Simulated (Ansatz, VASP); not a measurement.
# SnTe: VASP beside Ansatz

Wanted: the spread between two codes on one cell, functional and k mesh. The cell is taken from a series of VASP runs on this material, whose earlier steps may have relaxed, scaled or displaced it; both programs get it as it stands. Other levels of theory on this material are compared in a session of their own. Valence electrons are named where the data sets of a main pair hold unlike numbers.

Program: Ansatz 0.2.0. Level of theory: plane waves, with VASP 6.6.1 beside it; band structure at PBE and band structure at r2SCAN. Results are calculated unless marked as measured.

## (1) Starting point

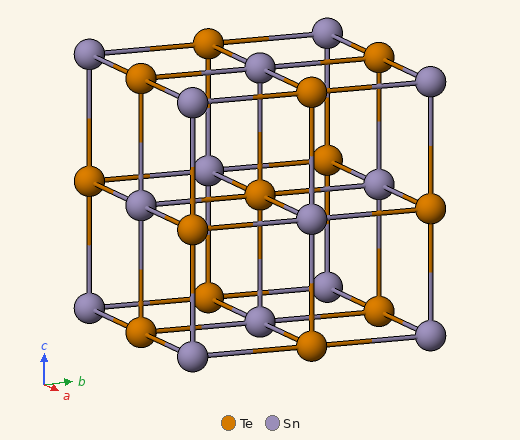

The starting structure, seen slightly off an axis (tellurium orange, tin purple). This picture shows the conventional cell, with its axes. Some periodic images of atoms are drawn too.

Structure file:

```cif
data_structure
_symmetry_space_group_name_H-M 'P 1'
_symmetry_Int_Tables_number 1
_cell_length_a 4.4689
_cell_length_b 4.4689
_cell_length_c 4.4689
_cell_angle_alpha 60.000
_cell_angle_beta 60.000
_cell_angle_gamma 60.000
_cell_volume 63.11
loop_
_atom_site_label
_atom_site_type_symbol
_atom_site_fract_x
_atom_site_fract_y
_atom_site_fract_z
_atom_site_occupancy
Te1 Te 0.50000 0.50000 0.50000 1
Sn2 Sn 0.00000 0.00000 0.00000 1
```

## (2) VASP: band structure, PBE

Levels along a path test the potential and the projectors away from the mesh points.

Lines of VASP's logs that name or quote its potential files are left out, and so is its time.

Contents of INCAR:

```
SYSTEM = SnTe
PREC = Accurate
ENCUT = 350
EDIFF = 1E-06
NELM = 100
ISMEAR = 0
SIGMA = 0.03
LREAL = .FALSE.
ALGO = Normal
GGA = PE
NBANDS = 22
LORBIT = 11
LWAVE = .FALSE.
LCHARG = .FALSE.
KPAR = 4
LASPH = .TRUE.
```

Contents of POSCAR:

```
SnTe
1.0
    0.0000000000      3.1600000000      3.1600000000
    3.1600000000      0.0000000000      3.1600000000
    3.1600000000      3.1600000000      0.0000000000
Te Sn
1 1
Direct
    0.5000000000      0.5000000000      0.5000000000
    0.0000000000      0.0000000000      0.0000000000
```

Contents of KPOINTS:

```
Automatic mesh
0
Gamma
6 6 6
0 0 0
```

Contents of KPOINTS_OPT:

```
Line mode
10
Line-mode
Reciprocal
  0.00000000   0.00000000   0.00000000 GAMMA
  0.50000000   0.00000000   0.50000000 X

  0.50000000   0.00000000   0.50000000 X
  0.50000000   0.25000000   0.75000000 W

  0.50000000   0.25000000   0.75000000 W
  0.37500000   0.37500000   0.75000000 K

  0.37500000   0.37500000   0.75000000 K
  0.00000000   0.00000000   0.00000000 GAMMA

  0.00000000   0.00000000   0.00000000 GAMMA
  0.50000000   0.50000000   0.50000000 L

  0.50000000   0.50000000   0.50000000 L
  0.62500000   0.25000000   0.62500000 U

  0.62500000   0.25000000   0.62500000 U
  0.50000000   0.25000000   0.75000000 W

  0.50000000   0.25000000   0.75000000 W
  0.50000000   0.50000000   0.50000000 L

  0.50000000   0.50000000   0.50000000 L
  0.37500000   0.37500000   0.75000000 K

  0.62500000   0.25000000   0.62500000 U
  0.50000000   0.00000000   0.50000000 X
```

Potentials, in the order of the species: Te and Sn_d (PBE family, release 64).

Started as:

```bash
$ mpirun -np 4 vasp_std
```

Numbers of over 12 decimals in the logs are rounded to 6 here.

What it wrote:

```text
[banner, memory and clock lines left out]
running    4 mpi-ranks, on    1 nodes
 distrk:  each k-point on    1 cores,    4 groups
 distr:  one band on    1 cores,    1 groups

 POSCAR found type information on POSCAR TeSn
 POSCAR found :  2 types and       2 ions
 LDA part: xc-table for (Slater+PW92), standard interpolation
 POSCAR, INCAR and KPOINTS ok, starting setup
 FFT: planning ... GRIDC
 FFT: planning ... GRID_SOFT
 FFT: planning ... GRID
 WAVECAR not read
 entering main loop
       N       E                     dE             d eps       ncg     rms          rms(c)
DAV:   1     0.128732674040E+03    0.12873E+03   -0.73381E+03   748   0.823E+02
DAV:   2     0.565753937743E+01   -0.12308E+03   -0.11737E+03   760   0.276E+02
DAV:   3    -0.722469575301E+01   -0.12882E+02   -0.12821E+02   824   0.729E+01
DAV:   4    -0.758810543408E+01   -0.36341E+00   -0.36328E+00   844   0.128E+01
DAV:   5    -0.760060586195E+01   -0.12500E-01   -0.12500E-01   974   0.234E+00    0.491E+00
DAV:   6    -0.754649289987E+01    0.54113E-01   -0.97151E-02   998   0.178E+00    0.312E+00
DAV:   7    -0.754742117106E+01   -0.92827E-03   -0.45594E-02   906   0.858E-01    0.844E-01
DAV:   8    -0.754750884913E+01   -0.87678E-04   -0.62755E-03   922   0.542E-01    0.180E-01
DAV:   9    -0.754761434932E+01   -0.10550E-03   -0.47974E-04   970   0.183E-01    0.490E-02
DAV:  10    -0.754760752945E+01    0.68199E-05   -0.89758E-05   920   0.679E-02    0.173E-02
DAV:  11    -0.754761051440E+01   -0.29849E-05   -0.25828E-05   886   0.363E-02    0.191E-02
DAV:  12    -0.754761035715E+01    0.15725E-06   -0.14010E-06   722   0.681E-03
   1 F= -.75476104E+01 E0= -.75475322E+01  d E =-.156372E-03
 Start KPOINTS_OPT (optional k-point list driver)
k-point batch [1-16\100]
       N       E                     dE             ncg
DAV:   1     0.219565892341E+01   -0.60286E+04      736
DAV:   2    -0.199780978067E+04   -0.20000E+04      742
DAV:   3    -0.220755431421E+04   -0.20974E+03      830
DAV:   4    -0.221384164466E+04   -0.62873E+01      870
DAV:   5    -0.221405701272E+04   -0.21537E+00      962
DAV:   6    -0.221406051473E+04   -0.35020E-02      936
DAV:   7    -0.221406056210E+04   -0.47365E-04     1010
DAV:   8    -0.221406056371E+04   -0.16079E-05      802
DAV:   9    -0.221406056377E+04   -0.67294E-07      606
[...]
k-point batch [97-100\100]
       N       E                     dE             ncg
DAV:   1     0.630257020417E+04   -0.21871E+04      176
DAV:   2     0.578497214649E+04   -0.51760E+03      196
DAV:   3     0.573180559397E+04   -0.53167E+02      216
DAV:   4     0.573036228222E+04   -0.14433E+01      248
DAV:   5     0.573031887077E+04   -0.43411E-01      220
DAV:   6     0.573031779769E+04   -0.10731E-02      256
DAV:   7     0.573031772159E+04   -0.76103E-04      234
DAV:   8     0.573031772129E+04   -0.29872E-06      240
```

Parts of OUTCAR (step 2):

```text
ion  position               nearest neighbor table
   1  0.500  0.500  0.500-   2 3.16   2 3.16   2 3.16   2 3.16   2 3.16   2 3.16
   2  0.000  0.000  0.000-   1 3.16   1 3.16   1 3.16   1 3.16   1 3.16   1 3.16

  LATTYP: Found a face centered cubic cell.
 ALAT       =     6.3200000000

 Subroutine GETGRP returns: Found 48 space group operations
 (whereof 48 operations were pure point group operations)

The static configuration has the point symmetry O_h .

 Found     16 irreducible k-points:

   k-points           NKPTS =     16   k-points in BZ     NKDIM =     16   number of bands    NBANDS=     22

   dimension x,y,z NGX =    28 NGY =   28 NGZ =   28
   dimension x,y,z NGXF=    56 NGYF=   56 NGZF=   56

   ENCUT  =  350.0 eV  25.72 Ry    5.07 a.u.   6.82  6.82  6.82*2*pi/ulx,y,z

   NELECT =      20.0000    total number of electrons

 k-points in reciprocal lattice and weights: Automatic mesh
   0.00000000  0.00000000  0.00000000       0.005
   0.16666667  0.00000000  0.00000000       0.037
   0.33333333  0.00000000  0.00000000       0.037
   0.50000000  0.00000000  0.00000000       0.019
   0.16666667  0.16666667  0.00000000       0.028
   0.33333333  0.16666667  0.00000000       0.111
   0.50000000  0.16666667  0.00000000       0.111
  -0.33333333  0.16666667  0.00000000       0.111
  -0.16666667  0.16666667  0.00000000       0.056
[...]
-0.33333333  0.33333333  0.16666667       0.111
  -0.33333333  0.50000000  0.16666667       0.056

 average (electrostatic) potential at core
       1 -87.8939       2-100.7004

 E-fermi :   6.8956

 k-point     1 :       0.0000    0.0000    0.0000
  band No.  band energies     occupation
    ...
      6      -5.8962      2.00000
      7       2.1293      2.00000
      8       4.7236      2.00000
      9       4.7236      2.00000
     10       4.7236      2.00000
     11      10.1750      0.00000
     12      10.1750      0.00000
     13      10.1750      0.00000
     14      11.6117      0.00000
     15      11.6117      0.00000
    ...

 k-point     2 :       0.1667    0.0000    0.0000
  band No.  band energies     occupation
    ...
      6      -5.6679      2.00000
      7       1.0396      2.00000
      8       4.7667      2.00000
      9       4.7667      2.00000
     10       5.4484      2.00000
     11       9.1390      0.00000
     12       9.1390      0.00000
     13       9.1810      0.00000
     14      11.6096      0.00000
     15      12.1661      0.00000
    ...

 k-point     3 :       0.3333    0.0000    0.0000
  band No.  band energies     occupation
    ...
      6      -5.0749      2.00000
      7      -0.6084      2.00000
      8       4.9210      2.00000
      9       4.9210      2.00000
     10       6.2358      2.00000
     11       7.8033      0.00000
     12       7.8033      0.00000
     13       7.8457      0.00000
     14      12.7117      0.00000
     15      13.6780      0.00000
    ...

  Total        0.6163375      0.6163375      0.6163375      0.0000000     -0.0000000      0.0000000
  in kB       15.6472468     15.6472468     15.6472468      0.0000000     -0.0000000      0.0000000
  external PRESSURE =      15.6472468 kB  Pullay stress =       0.0000000 kB

  energy-cutoff  :      350.00
  volume of cell :       63.11
      direct lattice vectors                 reciprocal lattice vectors
     0.000000000  3.160000000  3.160000000    -0.158227848  0.158227848  0.158227848
     3.160000000  0.000000000  3.160000000     0.158227848 -0.158227848  0.158227848
     3.160000000  3.160000000  0.000000000     0.158227848  0.158227848 -0.158227848

 POSITION                                       TOTAL-FORCE (eV/Angst)
 -----------------------------------------------------------------------------------
      3.16000      3.16000      3.16000         0.000000      0.000000      0.000000
      0.00000      0.00000      0.00000         0.000000     -0.000000     -0.000000
 -----------------------------------------------------------------------------------
    total drift:                               -0.000000      0.000000      0.000000

  FREE ENERGIE OF THE ION-ELECTRON SYSTEM (eV)
  ---------------------------------------------------
  free  energy   TOTEN  =        -7.5476103571 eV

  energy  without entropy=       -7.5474539850  energy(sigma->0) =       -7.54753217

 total charge
# of ion       s       p       d       tot
------------------------------------------
    1        1.389   1.960   0.029   3.379
    2        1.363   0.735   9.982  12.080
--------------------------------------------------
tot          2.753   2.696  10.011  15.459

[... 3 further parts left out ...]
```

The run ends at a pressure of 1.56 GPa.

## (3) Ansatz: band structure, PBE

Ansatz runs on its default PAW (the set named soft_2) files.

The same cell, functional, mesh and smearing now go to Ansatz, which takes its cutoff from its data sets.

Contents of input.yaml:

```yaml
crystal:
  lattice:
    - [0.0, 3.16, 3.16]
    - [3.16, 0.0, 3.16]
    - [3.16, 3.16, 0.0]
  atoms:
    - { symbol: Te, position: [0.5, 0.5, 0.5] }
    - { symbol: Sn, position: [0.0, 0.0, 0.0] }
hamiltonian:
  xc: pbe
  pseudopotentials: { kind: paw }
kpoints:
  mp_grid: { grid: [6, 6, 6] }
  band_path:
    path:
      - [0.0, 0.0, 0.0]
      - [0.16667, 0.0, 0.16667]
      - [0.33333, 0.0, 0.33333]
      - [0.5, 0.0, 0.5]
      - [0.5, 0.08333, 0.58333]
      - [0.5, 0.19444, 0.69444]
      - [0.5, 0.25, 0.75]
      - [0.45833, 0.29167, 0.75]
      - [0.40278, 0.34722, 0.75]
      - [0.375, 0.375, 0.75]
      - [0.20833, 0.20833, 0.41667]
      - [0.08333, 0.08333, 0.16667]
      - [0.0, 0.0, 0.0]
      - [0.22222, 0.22222, 0.22222]
      - [0.38889, 0.38889, 0.38889]
      - [0.5, 0.5, 0.5]
      - [0.51389, 0.47222, 0.51389]
      - [0.55556, 0.38889, 0.55556]
      - [0.61111, 0.27778, 0.61111]
      - [0.61111, 0.25, 0.63889]
      - [0.56944, 0.25, 0.68056]
      - [0.51389, 0.25, 0.73611]
      - [0.5, 0.27778, 0.72222]
      - [0.5, 0.38889, 0.61111]
      - [0.5, 0.47222, 0.52778]
      - [0.48611, 0.48611, 0.52778]
      - [0.43056, 0.43056, 0.63889]
      - [0.38889, 0.38889, 0.72222]
      - [0.59722, 0.19444, 0.59722]
      - [0.55556, 0.11111, 0.55556]
      - [0.5, 0.0, 0.5]
    npoints: 1
scf:
  occupations: { method: gaussian, width: 0.03 }
  n_extra_bands: 7
output:
  forces: true
  stress: true
  eigenvalues: true
```

Started as:

```bash
$ ansatz run input.yaml --threads 2 --pin off --max-ram 4608MiB --backend cpu --events-out ev --progress --plain --runs-dir out
```

What it wrote:

```text
scf.n_extra_bands = 7 over 15 filled bands (N_el = 30.0): the run solves 22 bands
Engine: ansatz 0.2.0, aarch64-unknown-linux-gnu
Pseudopotentials: kind: paw
Pseudopotential: Te, paw, valence charge 16, recommended cutoff 420 eV (normal), Te.paw.azcp
Pseudopotential: Sn, paw, valence charge 14, recommended cutoff 420 eV (normal), Sn.paw.azcp
Functional definition: PBE
  parameter kappa = 0.804
  parameter beta = 0.066725
  exchange = pbe_x(kappa = kappa, mu = beta*pi^2/3)
  correlation = pbe_c(beta = beta)
Crystal: 2 atoms, lattice volume = 63.109 Å³
Basis set: ecut = 420 eV, 1243 PW (Γ), exchange–correlation on 60×60×60 points (8 copies of the dense FFT grid, shifted against one another)
Bands: 22, of which v1, the nominal top of the filled ones, is band 15 counted from 1 (14 counted from 0)
Symmetry: 48 space group operations
Space group: Fm-3m (ITA 225), of the structure as read, at distance tolerance 4.0e-5 Å
k-points: 16 of 216
Non-local potential: Te, projectors of the file, l = 0: 2, l = 1: 2, l = 2: 2, l = 3: 2
Non-local potential: Sn, projectors of the file, l = 0: 2, l = 1: 2, l = 2: 2, l = 3: 2
PAW form: soft (Blöchl's): semilocal exchange-correlation on the pseudo side does not see the compensation charge
PAW one-centre angular grid: Te, 590 points (default); XC on 64 Gauss nodes
PAW one-centre angular grid: Sn, 590 points (default); XC on 64 Gauss nodes
Initial density: superposition of atomic densities (neutral atoms: chi_scale 0, normalization atom), corrected by the library's trained network
Initial wavefunctions: pseudopotential atomic-orbital guess
Functional: x = pbe(κ = 0.804, μ = 0.219515), c = pbe(β = 0.066725)
SCF iter   1: F=—  HF=-13004.732144 eV  |F-HF|=—  |Δ(HF+E_count)|=         —  Δρ=6.38e-4  dr2=2.71e-4  ethr=1.77e-3  ⟨swp⟩=6.9  Hψ=1900  notcnv=0
preconditioner: auto → none  [insulator: Δε(μ)=0.068 eV  Ē_g=10.883 eV  σ=0.030 eV  W_gap=0.89  n_scr=14 (ndim 8)  ℏωp=14.8 eV  f_vac=0.009  D(μ)=0.38/eV (n_scr^D=0)  ε∞_Penn≈2.8]
SCF iter   2: F=—  HF=-13004.730734 eV  |F-HF|=—  |Δ(HF+E_count)|=   1.41e-3  Δρ=3.65e-4  dr2=9.39e-5  ethr=9.05e-7  ⟨swp⟩=2.9  Hψ=752  notcnv=0  defer=15
SCF iter   3: F=—  HF=-13004.730765 eV  |F-HF|=—  |Δ(HF+E_count)|=   3.06e-5  Δρ=1.44e-4  dr2=9.44e-6  ethr=3.13e-7  ⟨swp⟩=2.0  Hψ=478  notcnv=0  defer=15
SCF iter   4: F=—  HF=-13004.730782 eV  |F-HF|=—  |Δ(HF+E_count)|=   1.72e-5  Δρ=4.70e-5  dr2=1.18e-6  ethr=3.15e-8  ⟨swp⟩=2.0  Hψ=398  notcnv=0  defer=15
SCF iter   5: F=—  HF=-13004.730782 eV  |F-HF|=—  |Δ(HF+E_count)|=   1.68e-8  Δρ=1.47e-5  dr2=1.26e-7  ethr=3.94e-9  ⟨swp⟩=2.0  Hψ=555  notcnv=0  defer=15
SCF iter   6: F=-13004.730782 eV  HF=-13004.730782 eV  |F-HF|=2.16e-9  |Δ(HF+E_count)|=   7.33e-8  Δρ=1.73e-6  dr2=1.75e-9  ethr=3.33e-10  ⟨swp⟩=9.2  Hψ=1697  notcnv=0
SCF 1 converged in 6 iterations: F = -13004.730782 eV  dr2 = 1.75e-9
  greatest PAW one-centre occupation: 0.998 electrons in one spin orbital (limit 2), on the Te atom at site 0 (counted from 0), in its partial waves of l = 2
NSCF: frozen V_eff on 31 k-points
SCF converged after 6 iterations
Free energy (F): -13004.730782 eV
Harris-Foulkes:  -13004.730782 eV  (|F-HF|=2.16e-9)
Internal energy: -13004.730622 eV  (E = F + TS)
E sigma→0 (E₀):  -13004.730702 eV
Entropy (-TS):   -0.000159 eV (-0.080 meV/atom)
Fermi energy:    9.604681 eV
--- Per-component energies (eV) ---
  E_band       = -357.054479
  E_kinetic    = 365.915732
  E_local      = -2165.860175  (includes V_loc(G=0)·N_el)
  E_nonlocal   = -343.036825
  E_hartree    = 1358.553989
  E_xc         = -507.635502
  E_vxc        = -200.837470  (∫ρ·V_xc dr)
  E_paw        = -8795.648096  (= ΣΔE_a)
  E_vpaw       = -730.346581  (= ΣTr[D̂ρ^β])
  E_aug_tail   = -0.000182  (compensation charges beyond the density's cutoff)
  E_ewald      = -2917.019563
  E_smearing   = -0.000159  (= −TS)
  E_closure    = -0.000000  (closes the sum)
  Σ components = -13004.730782   (vs F -13004.730782, Δ=0.00e0)
--- Forces (eV/Å), atoms counted from 1 ---
  atom   1  Te     0.00000000     0.00000000     0.00000000
  atom   2  Sn    -0.00000000     0.00000000    -0.00000000
  max |Σ_I F_I| component: 2.56e-29 eV/Å
--- Stress (GPa, compression-positive) ---
        1.785995       0.000000       0.000000
        0.000000       1.785995      -0.000000
       -0.000000       0.000000       1.785995
  P = ⅓ Tr σ = 1.7860 GPa (17.860 kbar)
--- Band table (eV; the first three rows and the last of 16) ---
  k-point 0: bands = [... 11 lower, 4.8355, 7.4309, 7.4309, 7.4309, 12.8846, 12.8846, 12.8846, 14.3422, ... 3 higher]
  k-point 1: bands = [... 11 lower, 3.7466, 7.4738, 7.4738, 8.1555, 11.8506, 11.8506, 11.8916, 14.3313, ... 3 higher]
  k-point 2: bands = [... 11 lower, 2.1001, 7.6276, 7.6276, 8.9438, 10.5144, 10.5144, 10.5557, 15.4303, ... 3 higher]
  k-point 15: bands = [... 11 lower, 2.3841, 4.3820, 5.2498, 7.6757, 11.6519, 13.0263, 14.9037, 15.1107, ... 3 higher]
```

The job ended after 1.4 s (2 threads of Arm Neoverse V1, shared host; peak memory 0.32 GiB).

## (4) Differences

Known differences besides the potentials themselves: the data sets hold 30 valence electrons in Ansatz (on its default PAW (the set named soft_2) files) and 20 in VASP; the cutoff is 420 eV in Ansatz and 350 eV in VASP. Total energies have different zeros and are not compared.

Compared:

```
                     quantity  Ansatz   VASP  difference
               pressure (GPa)    1.79   1.56       +0.22
gap over the path points (eV)   0.070  0.071      -0.001
```

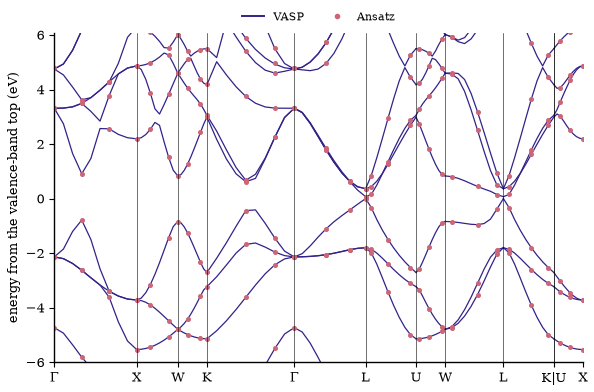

Bands from VASP (lines) and levels from Ansatz (dots). Dots without a line are higher empty bands that the VASP plot leaves out.

Levels at points of the path, from each program's valence-band top (eV; 4 filled, then empty):

```
k (reciprocal lattice)                                  Ansatz                                    VASP
     0.000 0.000 0.000  -4.73 -2.14 -2.14 -2.14 3.31 3.31 3.31  -4.73 -2.14 -2.14 -2.14 3.31 3.31 3.31
     0.167 0.000 0.167  -5.82 -2.63 -2.63 -0.79 0.91 3.49 3.49  -5.81 -2.63 -2.63 -0.79 0.91 3.49 3.49
     0.333 0.000 0.333  -6.67 -3.61 -3.40 -3.40 2.56 3.78 4.28  -6.67 -3.61 -3.40 -3.40 2.56 3.78 4.28
     0.500 0.000 0.500  -6.48 -5.53 -3.72 -3.72 2.20 4.86 4.86  -6.48 -5.53 -3.72 -3.72 2.19 4.87 4.87
     0.500 0.083 0.583  -6.76 -5.45 -3.90 -3.15 2.55 3.87 4.98  -6.76 -5.44 -3.90 -3.15 2.54 3.87 4.98
     0.500 0.194 0.694  -7.28 -5.07 -4.48 -1.43 1.51 3.83 5.28  -7.28 -5.07 -4.48 -1.43 1.51 3.83 5.27
     0.500 0.250 0.750  -7.36 -4.79 -4.79 -0.84 0.83 4.61 4.61  -7.36 -4.79 -4.79 -0.84 0.83 4.60 4.60
     0.458 0.292 0.750  -7.37 -4.98 -4.42 -1.25 1.26 4.07 5.11  -7.37 -4.98 -4.42 -1.25 1.26 4.06 5.10
     0.403 0.347 0.750  -7.40 -5.12 -3.57 -2.33 2.43 3.47 4.39  -7.41 -5.12 -3.57 -2.33 2.43 3.47 4.38
     0.375 0.375 0.750  -7.41 -5.14 -3.23 -2.71 2.99 3.06 4.19  -7.41 -5.14 -3.23 -2.71 2.99 3.05 4.18
```

Among the levels compared at these points, filled levels agree within 3 meV and empty ones within 10 meV.

(Continued in part 2 of 2.)

[Lines on the potential files, build, host, timing and source positions are cut from VASP's logs without a mark.]

[Logs are printed without paths, hosts, clocks, repeated set-up lines and the standing remarks that a program may print on its own settings, such as how far it seeks lower states.]

[Hosts, paths, dates, database ids (printed as entryN), source tags and the programs' standing remarks are cut or masked in the printed files.]
